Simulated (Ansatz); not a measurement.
# CHB (singlet): correlated methods under varied settings at distance B1–H3 = 2.556 Å

What do other methods and options give for CHB (singlet) at this geometry, and how long do they take?

The runs use Ansatz 0.2.0, Gaussian basis; the settings change from run to run.

18 further runs of the same task are left out: 3 for a known fault of the program, 11 that didn't finish, 4 set aside as unsound or not needed.

## (1) What is computed

The geometry derives from a PBE0/def2-TZVP stationary point (not a proven minimum). One bond is set to the value named and the two fragments are kept rigid.

3 atoms, charge 0, spin multiplicity 1.

Atoms are counted from 1 here; the program's logs count them from 0.

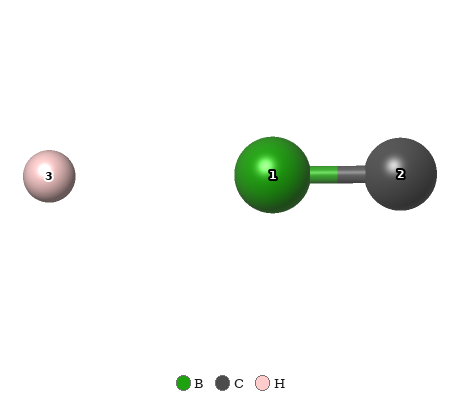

The geometry (boron green, carbon dark grey, hydrogen pink); atoms are numbered from 1 in the order of the file.

## (2) MP2 on RHF/6-31G*

Input file in.yaml:

```yaml
crystal:
  periodic: [false, false, false]
  atoms:
    - {symbol: B, position_ang: [0.000000, 0.000000, -0.363948]}
    - {symbol: C, position_ang: [0.000000, 0.000000, -1.828105]}
    - {symbol: H, position_ang: [0.000000, 0.000000, 2.192052]}
basis:
  gaussian: {orbitals: "6-31G*"}
magnetization: {spin_polarized: false}
correlation: {method: mp2, electrons: outside_noble_gas}
accuracy: high
output: {forces: true}
```

Run with:

```bash
> ansatz run in.yaml --threads 1 --pin off --events-out ev --progress --plain --max-ram 2393MiB
```

Output:

```text
Functional definition: HF
  name "HF"
  cite "Fock, Z. Phys. 61, 126 (1930) doi:10.1007/BF01340294"
  parent pbe
  exchange = exact_x
  correlation = 0
613 factors; integrals over basis functions are off by at most 2.5e-9 eV
mean field evaluation 1: about -1704.0227 eV, gradient 1.4e1 eV
mean field evaluation 2: about -1704.0248 eV, gradient 1.4e1 eV
mean field evaluation 4: about -1705.4595 eV, gradient 2.9e0 eV
mean field evaluation 8: about -1705.6264 eV, gradient 1.6e-1 eV
mean field evaluation 16: about -1687.0777 eV, gradient 1.8e1 eV
mean field evaluation 32: about -1701.9592 eV, gradient 2.9e-1 eV
mean field evaluation 64: about -1705.6370 eV, gradient 2.7e-1 eV
mean field evaluation 96: about -1705.6224 eV, gradient 1.6e-1 eV
mean field -1705.62672331 eV, -62.6806259662 hartree, gradient 8.4e-8 eV, S^2 0.000000; 7 other end points of the search recorded, 0 dependent functions left out; unrestricted orbitals would lower it
unrestricted determinant -1708.65215161 eV, -62.7918084056 hartree, S^2 1.9008
2 core orbitals not correlated: weight in the atoms' cores, before any rotation towards them, 1.000 or more for the frozen orbitals, at most 0.000 for the correlated occupied ones
reference -1705.62672331 eV, -62.6806259662 hartree; 4, 4 occupied and 26, 26 virtual orbitals, 613 factors
second order -5.15981677 eV of doubles, -0.00000000 eV of singles
the calculation of the forces begins
Total energy: -1710.78654008 eV, -62.8702457352 hartree
Atom 0 at     0.000000     0.000000    -0.363948 Å, force     0.000000    -0.000000     3.757525 eV/Å
Atom 1 at     0.000000     0.000000    -1.828105 Å, force    -0.000000     0.000000    -1.400471 eV/Å
Atom 2 at     0.000000     0.000000     2.192052 Å, force    -0.000000    -0.000000    -2.357054 eV/Å
Dipole moment:    -0.000000    -0.000000     0.288992 e Å
```

It took 0.45 s on 1 thread of Arm Neoverse V2, shared host.

## (3) MP2 on UHF/6-31G

in.yaml: that of step 2 with these lines changed.

```diff
@@ -7,6 +7,4 @@
 basis:
-  gaussian: {orbitals: "6-31G*"}
-magnetization: {spin_polarized: false}
+  gaussian: {orbitals: 6-31G}
+magnetization: {spin_polarized: true, initial_magnetization: 0}
 correlation: {method: mp2, electrons: outside_noble_gas}
-accuracy: high
-output: {forces: true}
```

Launched as before.

Output (excerpt; [...] marks lines left out):

```text
Functional definition: HF
  name "HF"
  cite "Fock, Z. Phys. 61, 126 (1930) doi:10.1007/BF01340294"
  parent pbe
[...]
285 factors; integrals over basis functions are off by at most 1.4e-4 eV
[...]
mean field -1708.42460984 eV, -62.7834463998 hartree, gradient 5.1e-6 eV, S^2 2.457755; 15 other end points of the search recorded, 0 dependent functions left out
2 core orbitals not correlated: weight in the atoms' cores, before any rotation towards them, 1.000 or more for the frozen orbitals, at most 0.000 for the correlated occupied ones
reference -1708.42460984 eV, -62.7834463998 hartree; 4, 4 occupied and 14, 14 virtual orbitals, 285 factors
second order -1.61134467 eV of doubles, -0.00000000 eV of singles
Total energy: -1710.03595450 eV, -62.8426622240 hartree
```

Wall time 0.27 s (1 thread of Arm Neoverse V2, shared host).

From the report: ⟨S²⟩ of the determinant 2.458 (pure singlet: 0.00). The determinant is far from a pure spin state, so its energy mixes those of several spin states (harmless only where they are near-degenerate, as at dissociation).

## (4) CASSCF(4,4)/6-31G

in.yaml: that of step 3 with these lines changed.

```diff
@@ -8,3 +8,4 @@
   gaussian: {orbitals: 6-31G}
-magnetization: {spin_polarized: true, initial_magnetization: 0}
-correlation: {method: mp2, electrons: outside_noble_gas}
+hamiltonian: {pseudopotentials: {relativity: scalar}}
+correlation: {active_space: {window: {electrons: 4, orbitals: 4}, states: [{multiplicity: 1, weights: [1, 0.5, 1, 1]}, {multiplicity: 3, weights: [1]}]}}
+output: {forces: true}
```

Launched as before.

Output (excerpt; [...] marks lines left out):

```text
Functional definition: HF
  name "HF"
  cite "Fock, Z. Phys. 61, 126 (1930) doi:10.1007/BF01340294"
  parent pbe
[...]
447 factors; integrals over basis functions are off by at most 8.7e-8 eV
[...]
mean field -1705.59431210 eV, -62.6794348762 hartree, gradient 6.2e-6 eV, S^2 0.000000; 12 other end points of the search recorded, 0 dependent functions left out
reference -1705.59431210 eV, -62.6794348762 hartree; 6, 6 occupied and 14, 14 virtual orbitals, 447 factors
state -1708.26946962 eV, -62.7777451017 hartree
state -1708.26946962 eV, -62.7777451017 hartree
state -1707.39092719 eV, -62.7454592632 hartree
state -1707.31836593 eV, -62.7427926858 hartree
state -1709.49193610 eV, -62.8226699163 hartree
an earlier search ended where averaged states of different weights were degenerate, so these states were given the mean of their weights and the orbitals were optimised with it
[...]
Total energy: -1708.13454081 eV, -62.7727865595 hartree
Relativity: scalar
Atom 0 at     0.000000     0.000000    -0.363948 Å, force    -0.000000    -0.000000     1.008568 eV/Å
Atom 1 at     0.000000     0.000000    -1.828105 Å, force     0.000000     0.000000    -0.307323 eV/Å
Atom 2 at     0.000000     0.000000     2.192052 Å, force     0.000000    -0.000000    -0.701244 eV/Å
Dipole moment:    -0.000000    -0.000000     0.525948 e Å
```

Run time: 0.33 s. Hardware: 1 thread of Arm Neoverse V2, shared host.

From the report: 36 determinants; active occupations (of the averaged states) 1.42, 1.00, 1.00, 0.58.

## (5) BCCD(T) on RHF/def2-mTZVP

Input file in.yaml:

```yaml
crystal:
  periodic: [false, false, false]
  atoms:
    - {symbol: B, position_ang: [0.000000, 0.000000, -0.363948]}
    - {symbol: C, position_ang: [0.000000, 0.000000, -1.828105]}
    - {symbol: H, position_ang: [0.000000, 0.000000, 2.192052]}
basis:
  gaussian: {orbitals: def2-mTZVP}
magnetization: {spin_polarized: false}
hamiltonian: {pseudopotentials: {relativity: none}}
correlation: {method: bccd_t, electrons: outside_noble_gas}
output: {forces: true}
```

The command is unchanged.

Output (excerpt; [...] marks lines left out):

```text
Functional definition: HF
  name "HF"
  cite "Fock, Z. Phys. 61, 126 (1930) doi:10.1007/BF01340294"
  parent pbe
[...]
387 factors; integrals over basis functions are off by at most 7.7e-4 eV
[...]
mean field -1706.23878622 eV, -62.7031188635 hartree, gradient 1.2e-6 eV, S^2 0.000000; 9 other end points of the search recorded, 0 dependent functions left out; unrestricted orbitals would lower it
[...]
determinant -1706.23878622 eV, -62.7031188635 hartree, with singles and doubles -1713.10417305 eV, -62.9554171758 hartree
determinant -1702.57536480 eV, -62.5684906095 hartree, with singles and doubles -1710.61893785 eV, -62.8640864668 hartree
determinant -1700.33737765 eV, -62.4862460984 hartree, with singles and doubles -1712.45510458 eV, -62.9315643495 hartree
[...]
unrestricted determinant -1709.22180320 eV, -62.8127427153 hartree, S^2 2.4356
2 core orbitals not correlated: weight in the atoms' cores, before any rotation towards them, 1.000 or more for the frozen orbitals, at most 0.000 for the correlated occupied ones
reference -1706.23878622 eV, -62.7031188635 hartree; 4, 4 occupied and 35, 35 virtual orbitals, 387 factors
second order -5.26409432 eV of doubles, -0.00000000 eV of singles
cycle   1  -5.99171230 eV  change   -8.1e-1 eV  update   1.4e-1
[...]
cycle  20  -6.84802114 eV  change    2.1e-6 eV  update   1.3e-6
perturbative correction -0.49767564 eV, -0.0182892424 hartree
WARN: these amplitudes may be one of several solutions (largest doubles amplitude 0.38, level shift 0.34 eV)
[...]
Total energy: -1713.58448300 eV, -62.9730682411 hartree
Atom 0 at     0.000000     0.000000    -0.363948 Å, force     0.000000     0.000000     2.267712 eV/Å
Atom 1 at     0.000000     0.000000    -1.828105 Å, force     0.000000    -0.000000    -1.113042 eV/Å
Atom 2 at     0.000000     0.000000     2.192052 Å, force     0.000000     0.000000    -1.154669 eV/Å
Dipole moment:     0.000000    -0.000000     0.300140 e Å
```

It took 1.9 s on 1 thread of Arm Neoverse V2, shared host.

From the report: correlation -7.3457 eV; largest double amplitude 0.38. The report flags that the cluster equations may have other roots.

## (6) BCCD(T) on UHF/6-31G

Input file in.yaml:

```yaml
crystal:
  periodic: [false, false, false]
  atoms:
    - {symbol: B, position_ang: [0.000000, 0.000000, -0.363948]}
    - {symbol: C, position_ang: [0.000000, 0.000000, -1.828105]}
    - {symbol: H, position_ang: [0.000000, 0.000000, 2.192052]}
basis:
  gaussian: {orbitals: 6-31G}
magnetization: {spin_polarized: true, initial_magnetization: 0}
correlation: {method: bccd_t, electrons: all}
```

The command is unchanged.

Output (excerpt; [...] marks lines left out):

```text
Functional definition: HF
  name "HF"
  cite "Fock, Z. Phys. 61, 126 (1930) doi:10.1007/BF01340294"
  parent pbe
[...]
285 factors; integrals over basis functions are off by at most 1.4e-4 eV
[...]
mean field -1708.42460984 eV, -62.7834463998 hartree, gradient 5.1e-6 eV, S^2 2.457755; 21 other end points of the search recorded, 0 dependent functions left out
determinant -1708.42460984 eV, -62.7834463998 hartree, with singles and doubles -1711.06085520 eV, -62.8803266298 hartree
determinant -1708.02196436 eV, -62.7686494514 hartree, with singles and doubles -1711.25616541 eV, -62.8875041479 hartree
determinant -1707.94173395 eV, -62.7657010382 hartree, with singles and doubles -1711.20247274 eV, -62.8855309786 hartree
determinant -1707.89352374 eV, -62.7639293457 hartree, with singles and doubles -1711.22368672 eV, -62.8863105778 hartree
determinant -1707.83592459 eV, -62.7618126158 hartree, with singles and doubles -1711.05766804 eV, -62.8802095040 hartree
[...]
determinant -1707.59165127 eV, -62.7528357370 hartree, with singles and doubles -1711.01479873 eV, -62.8786340857 hartree
determinant -1707.48330948 eV, -62.7488542498 hartree, with no singles and doubles
determinant -1705.97505398 eV, -62.6934268825 hartree, with singles and doubles -1711.36747226 eV, -62.8915945990 hartree
determinant -1705.05331692 eV, -62.6595536703 hartree, with singles and doubles -1711.29209061 eV, -62.8888243745 hartree
reference -1705.97505398 eV, -62.6934268825 hartree; 6, 6 occupied and 14, 14 virtual orbitals, 285 factors
second order -3.68177234 eV of doubles, -0.00000000 eV of singles
cycle   1  -5.38106056 eV  change    1.1e-2 eV  update   1.8e-2
[...]
cycle  15  -5.37211732 eV  change    8.7e-6 eV  update   1.4e-5
perturbative correction -0.60796258 eV, -0.0223422126 hartree
WARN: in the space of 8 natural orbitals, full CI finds another state of this spin 0.551 eV below this run's state, or below the method's energy where it doesn't find this run's state
WARN: the results are in doubt because among natural orbitals full CI differs from the method by +1.148 eV
Total energy: -1711.95513388 eV, -62.9131907651 hartree
In doubt: among natural orbitals full CI differs from the method by +1.148 eV
```

It took 6 s on 1 thread of Arm Neoverse V2, shared host.

From the report: ⟨S²⟩ of the determinant 1.000 (pure singlet: 0.00); correlation -5.9801 eV; largest double amplitude 0.42. The determinant is far from a pure spin state, so its energy mixes those of several spin states (harmless only where they are near-degenerate, as at dissociation). The program marks this result as in doubt; its last lines say why.

## (7) BCCD/def2-SVPD

in.yaml: that of step 6 with these lines changed.

```diff
@@ -7,4 +7,7 @@
 basis:
-  gaussian: {orbitals: 6-31G}
+  gaussian: {orbitals: def2-SVPD}
 magnetization: {spin_polarized: true, initial_magnetization: 0}
-correlation: {method: bccd_t, electrons: all}
+hamiltonian: {xc: {name: r2SCAN}}
+correlation: {method: bccd, electrons: all, diis_vectors: 4}
+accuracy: high
+scf: {lower_state_search: off}
```

Launched as before.

Output (excerpt; [...] marks lines left out):

```text
Functional definition: r2SCAN
  name "r2SCAN"
  cite "Furness, Kaplan, Ning, Perdew & Sun, J. Phys. Chem. Lett. 11, 8208 (2020) doi:10.1021/acs.jpclett.0c02405"
  cite "Furness, Kaplan, Ning, Perdew & Sun, J. Phys. Chem. Lett. 11, 9248 (2020) doi:10.1021/acs.jpclett.0c03077"
  parent r2scan
[...]
923 factors; integrals over basis functions are off by at most 2.7e-9 eV
[...]
mean field -1716.41918904 eV, -63.0772417666 hartree, gradient 1.7e-8 eV, S^2 1.674539; 0 other end points of the search recorded, 0 dependent functions left out
reference -1706.79153036 eV, -62.7234318357 hartree; 6, 6 occupied and 42, 42 virtual orbitals, 923 factors
second order -4.27263899 eV of doubles, -0.29520245 eV of singles
cycle   1  -4.87302436 eV  change   -3.0e-1 eV  update   8.6e-2
[...]
cycle  75  -5.31515092 eV  change  -1.7e-10 eV  update  4.1e-10
Total energy: -1712.10668128 eV, -62.9187600293 hartree
Checks for a lower state left out: stability, starts, cluster_reference, orbital_swaps, neighbouring_geometries, increment
```

Run time: 9 s. Hardware: 1 thread of Arm Neoverse V2, shared host; peak memory 0.26 GiB.

From the report: ⟨S²⟩ of the determinant 1.675 (pure singlet: 0.00); correlation -5.3152 eV; largest double amplitude 0.22. The determinant is far from a pure spin state, so its energy mixes those of several spin states (harmless only where they are near-degenerate, as at dissociation).

## (8) All runs side by side

Where basis and cores are those of an earlier FCI/6-31G run (-1711.5764 eV), and the state is the same kind, the miss against it is given. † marks a result that the program doubts.

```csv
level,correlated,functions,energy (eV),from FCI (meV),time
MP2 on RHF/6-31G*,outside noble gas,32,-1710.7865,,0.45 s
MP2 on UHF/6-31G,outside noble gas,20,-1710.0360,1540.5,0.27 s
"CASSCF(4,4)/6-31G (mean of several states, relativity set)",,20,-1708.1345,,0.33 s
BCCD(T) on RHF/def2-mTZVP †,outside noble gas,41,-1713.5845,,1.9 s
BCCD(T) on UHF/6-31G †,all,20,-1711.9551,,6 s
BCCD/def2-SVPD (on r2SCAN orbitals),all,48,-1712.1067,,9 s
```

## (9) What came out

```
quantity                                     value
    runs                                         6
quickest                  MP2 on UHF/6-31G, 0.27 s
 slowest  BCCD/def2-SVPD (on r2SCAN orbitals), 9 s
```

What this shows: Total energies in different bases, with other cores or another treatment of relativity can't be set against each other. BCCD/def2-SVPD (on r2SCAN orbitals) took 33 times as long as MP2 on UHF/6-31G; the jobs differ in more than the method.
